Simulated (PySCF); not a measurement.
System: C3H6BClO2.

The calculation's input:

```
{"job": {"kind": "nmr", "xc": "PBE0", "basis": "pcSseg-1"}, "charge": 0, "multiplicity": 1}
C      2.342830     0.612733    -0.312393
O      0.990381     0.572501     0.095181
B      0.124932    -0.405735    -0.057628
Cl     0.548978    -1.922934    -0.830786
C     -1.379485    -0.192994     0.457364
C     -2.294121    -0.100278    -0.728942
O     -2.765491     0.912589    -1.161054
H      2.650799    -0.330193    -0.768244
H      2.455856     1.425411    -1.031425
H      2.954488     0.817853     0.567061
H     -1.447424     0.727474     1.035113
H     -1.693382    -1.039113     1.068244
H     -2.492750    -1.076829    -1.211466
```

Command:

```sh
OMP_NUM_THREADS=1 python probes_run.py task.json out
```

Geometry: GFN2-xTB.

These are results of PBE0/pcSseg-1, SCF density, gas phase, non-relativistic in PySCF, not measurements.

**What will maps of the electron density and electron localisation function show?**

B–O (1.32 Å): ρ at the midpoint is about 2.3 e/Å³; the ELF peaks at about 0.90 between the atoms (a short, strongly polar bond).
C–B (1.60 Å): ρ at the midpoint is about 1.3 e/Å³; the ELF peaks at about 1 between the atoms, as expected for a shared electron pair.
B–Cl (1.75 Å): ρ at the midpoint is about 1.3 e/Å³; the ELF peaks at about 0.90 between the atoms; a shared but strongly polarised pair.
C–H (1.09 Å): ρ is about 2 e/Å³ halfway; the ELF climbs to about 1 towards the hydrogen, as it does in any bond to H (an ordinary covalent bond to hydrogen).

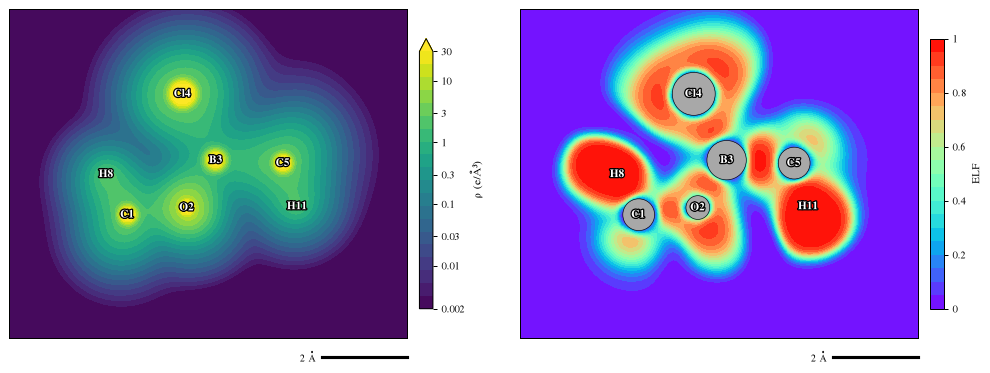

Computed electron density and electron localisation function on the plane of atoms O2, B3 and C5, in this order. Grey discs cover the atomic cores in the ELF map. 
